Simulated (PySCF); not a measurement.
# Ti²⁺: dipole response in ANO-RCC-VTZP

Aim: the static polarisability and the C₆ coefficient of Ti²⁺, method by method.

Method: unrestricted determinants in a Gaussian basis, no spin-orbit coupling in the energies. Code: PySCF 2.14.0.

### 1 What is computed

```
Element     : titanium (Z = 22)
Basis       : ANO-RCC-VTZP (6s5p3d2f1g, 59 functions)
Hamiltonian : scalar relativity by spin-free X2C-1e
State 1     : Ti²⁺: [Ar] 3d2, high-spin 3F determinant
Methods     : UHF, PBE, PBE0, B3LYP
```

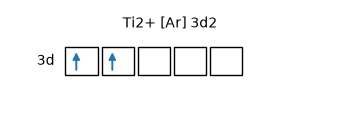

Outer shells as boxes.

One driver process ran all states and methods and kept the integrals in memory. Each run is shown as a PySCF script that sums up its settings (the driver passes frozen orbitals as a list and adds second-order terms of double hybrids); the logs are those of the runs themselves. The driver starts from symmetry-adapted Hartree-Fock orbitals, holds the occupation by maximum overlap and uses a logarithmic radial grid for functionals, so a plain start would take other cycles.

The integrals over 59 functions and the set-up took 12 s of CPU time.

### 2 Ti²⁺

UHF:

Contents of input.py:

```python
from pyscf import gto, scf, dft, mp, cc
import basis_set_exchange as bse
mol = gto.M(atom="Ti 0 0 0", charge=2, spin=2, symmetry="D2h",
            basis=gto.basis.parse(bse.get_basis("ANO-RCC-VTZP", elements=["Ti"], fmt="nwchem")),
            nucmod="G")
mf = scf.UHF(mol).sfx2c1e()
mf.irrep_nelec = {'Ag': (4, 3), 'B1g': (1, 0), 'B1u': (2, 2), 'B2u': (2, 2), 'B3u': (2, 2)}
mf.kernel()
```

What it wrote:

```text
damping factor = 0
level_shift factor = 0
DIIS = <class 'pyscf.scf.diis.CDIIS'>
diis_start_cycle = 1
diis_space = 10
diis_damp = 0
SCF conv_tol = 1e-09
SCF conv_tol_grad = None
number electrons alpha = 11  beta = 9
cycle= 1 E= -852.068399891711  delta_E= -0.00781  |g|= 0.0345  |ddm|= 0.0523
cycle= 2 E= -852.068670750363  delta_E= -0.000271  |g|= 0.00686  |ddm|= 0.0104
cycle= 3 E= -852.068683420487  delta_E= -1.27e-05  |g|= 0.000518  |ddm|= 0.00304
cycle= 4 E= -852.068683621696  delta_E= -2.01e-07  |g|= 0.000226  |ddm|= 0.00053
cycle= 5 E= -852.068683649547  delta_E= -2.79e-08  |g|= 2.6e-05  |ddm|= 0.000222
cycle= 6 E= -852.068683649886  delta_E= -3.4e-10  |g|= 3.69e-06  |ddm|= 2.15e-05
converged SCF energy = -852.068683649886  <S^2> = 2.0029077  2S+1 = 3.0019379
```

It used 9.2 s of CPU time after the integrals (shared host).

The occupied shells:

```tsv
shell	electrons	mean orbital energy (eV)	spread (eV)	rms radius (bohr)
1s β	1	-5033.8	0	0.0804
1s α	1	-5033.8	0	0.0804
2s α	1	-605.33	0	0.350
2s β	1	-604.42	0	0.350
2p α	3	-501.16	0	0.320
2p β	3	-500.23	0	0.320
3s α	1	-96.434	0	1.08
3s β	1	-92.843	0	1.08
3p α	3	-66.929	0	1.18
3p β	3	-62.459	0	1.18
3d α	2	-27.909	0	1.55
```

⟨S²⟩ = 2.003, ⟨L²⟩ = 12.04.

The driver then solved the coupled dipole response at imaginary frequencies: mean α = 4.133 bohr³, C₆ = 12.59 au for a like pair.

PBE:

input.py differs from the last one in:

```diff
@@ -5,3 +5,3 @@
             nucmod="G")
-mf = scf.UHF(mol).sfx2c1e()
+mf = dft.UKS(mol, xc="PBE").sfx2c1e()
 mf.irrep_nelec = {'Ag': (4, 3), 'B1g': (1, 0), 'B1u': (2, 2), 'B2u': (2, 2), 'B3u': (2, 2)}
```

What it wrote:

```text
damping factor = 0
level_shift factor = 0
DIIS = <class 'pyscf.scf.diis.CDIIS'>
diis_start_cycle = 1
diis_space = 10
diis_damp = 0
SCF conv_tol = 1e-09
SCF conv_tol_grad = None
number electrons alpha = 11  beta = 9
XC functionals = PBE
    J. P. Perdew, K. Burke, and M. Ernzerhof.,  Phys. Rev. Lett. 77, 3865 (1996)
    J. P. Perdew, K. Burke, and M. Ernzerhof.,  Phys. Rev. Lett. 78, 1396 (1997)
    J. P. Perdew, K. Burke, and M. Ernzerhof.,  Phys. Rev. Lett. 77, 3865 (1996)
    J. P. Perdew, K. Burke, and M. Ernzerhof.,  Phys. Rev. Lett. 78, 1396 (1997)
cycle= 1 E= -852.725761150368  delta_E= -0.00698  |g|= 0.0113  |ddm|= 0.0672
cycle= 2 E= -852.725770536449  delta_E= -9.39e-06  |g|= 0.0011  |ddm|= 0.00176
cycle= 3 E= -852.725770613373  delta_E= -7.69e-08  |g|= 0.000179  |ddm|= 0.000164
cycle= 4 E= -852.725770617366  delta_E= -3.99e-09  |g|= 9.83e-05  |ddm|= 0.000112
cycle= 5 E= -852.725770619719  delta_E= -2.35e-09  |g|= 4.07e-06  |ddm|= 4.75e-05
cycle= 6 E= -852.725770619724  delta_E= -4.55e-12  |g|= 1e-07  |ddm|= 2.23e-06
converged SCF energy = -852.725770619724  <S^2> = 2.0004262  2S+1 = 3.0002841
```

It used 12 s of CPU time after the integrals (shared host).

The driver then solved the coupled dipole response at imaginary frequencies: mean α = 5.026 bohr³, C₆ = 15.05 au for a like pair.

PBE0:

input.py differs from the last one in:

```diff
@@ -5,3 +5,3 @@
             nucmod="G")
-mf = dft.UKS(mol, xc="PBE").sfx2c1e()
+mf = dft.UKS(mol, xc="PBE0").sfx2c1e()
 mf.irrep_nelec = {'Ag': (4, 3), 'B1g': (1, 0), 'B1u': (2, 2), 'B2u': (2, 2), 'B3u': (2, 2)}
```

What it wrote:

```text
damping factor = 0
level_shift factor = 0
DIIS = <class 'pyscf.scf.diis.CDIIS'>
diis_start_cycle = 1
diis_space = 10
diis_damp = 0
SCF conv_tol = 1e-09
SCF conv_tol_grad = None
number electrons alpha = 11  beta = 9
XC functionals = PBE0
    C. Adamo and V. Barone.,  J. Chem. Phys. 110, 6158 (1999)
    M. Ernzerhof and G. E. Scuseria.,  J. Chem. Phys. 110, 5029 (1999)
cycle= 1 E= -852.769314454508  delta_E= -0.00487  |g|= 0.0112  |ddm|= 0.0449
cycle= 2 E= -852.769343263677  delta_E= -2.88e-05  |g|= 0.00473  |ddm|= 0.00767
cycle= 3 E= -852.769347923027  delta_E= -4.66e-06  |g|= 0.00152  |ddm|= 0.00243
cycle= 4 E= -852.769348404932  delta_E= -4.82e-07  |g|= 4.29e-05  |ddm|= 0.000601
cycle= 5 E= -852.769348405608  delta_E= -6.76e-10  |g|= 4.41e-06  |ddm|= 2.93e-05
converged SCF energy = -852.769348405608  <S^2> = 2.0008121  2S+1 = 3.0005414
```

It used 16 s of CPU time after the integrals (shared host).

The driver then solved the coupled dipole response at imaginary frequencies: mean α = 4.671 bohr³, C₆ = 14.08 au for a like pair.

B3LYP:

input.py differs from the last one in:

```diff
@@ -5,3 +5,3 @@
             nucmod="G")
-mf = dft.UKS(mol, xc="PBE0").sfx2c1e()
+mf = dft.UKS(mol, xc="B3LYP").sfx2c1e()
 mf.irrep_nelec = {'Ag': (4, 3), 'B1g': (1, 0), 'B1u': (2, 2), 'B2u': (2, 2), 'B3u': (2, 2)}
```

What it wrote:

```text
damping factor = 0
level_shift factor = 0
DIIS = <class 'pyscf.scf.diis.CDIIS'>
diis_start_cycle = 1
diis_space = 10
diis_damp = 0
SCF conv_tol = 1e-09
SCF conv_tol_grad = None
number electrons alpha = 11  beta = 9
XC functionals = B3LYP
    P. J. Stephens, F. J. Devlin, C. F. Chabalowski, and M. J. Frisch.,  J. Phys. Chem. 98, 11623 (1994)
cycle= 1 E= -852.978680240524  delta_E= -0.00638  |g|= 0.0106  |ddm|= 0.0547
cycle= 2 E= -852.978702078134  delta_E= -2.18e-05  |g|= 0.00573  |ddm|= 0.00776
cycle= 3 E= -852.978709419912  delta_E= -7.34e-06  |g|= 0.0012  |ddm|= 0.0028
cycle= 4 E= -852.978709701399  delta_E= -2.81e-07  |g|= 4.68e-05  |ddm|= 0.00044
cycle= 5 E= -852.978709701999  delta_E= -6e-10  |g|= 7.32e-07  |ddm|= 2.43e-05
converged SCF energy = -852.978709701999  <S^2> = 2.0007279  2S+1 = 3.0004853
```

It used 18 s of CPU time after the integrals (shared host).

The driver then solved the coupled dipole response at imaginary frequencies: mean α = 4.743 bohr³, C₆ = 14.30 au for a like pair.

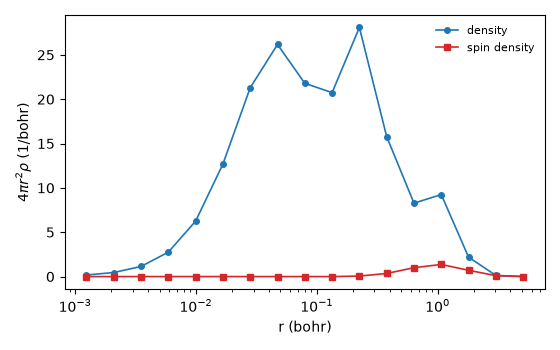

Radial density 4πr²ρ of Ti²⁺ at UHF, at 17 stored radii joined by straight lines.

### 3 Polarisabilities and C₆

Ti²⁺, in atomic units:

```tsv
method	mean α	C₆ (like pair)	S(−4)
UHF	4.133	12.59	11.26
PBE	5.026	15.05	25.30
PBE0	4.671	14.08	18.85
B3LYP	4.743	14.30	20.00
```

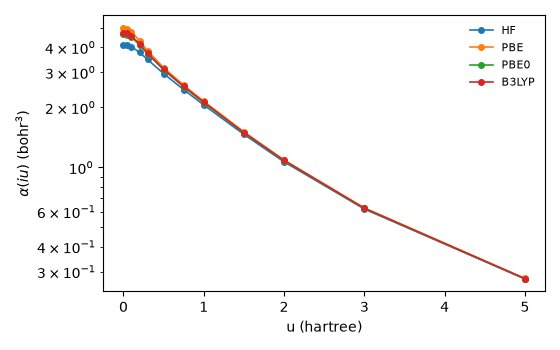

α(iu) of Ti²⁺, the polarisability at imaginary frequency, on a logarithmic scale.

### 4 What came out

| quantity | value |
| --- | --- |
| α of Ti²⁺ | 4.133 (UHF) to 5.026 (PBE) bohr³ |

What this shows: A single London oscillator with the computed α and C₆ of Ti²⁺ at UHF would have ω = 4 C₆ / (3 α²) = 0.983 hartree. The basis is finite, and no extrapolation was made.
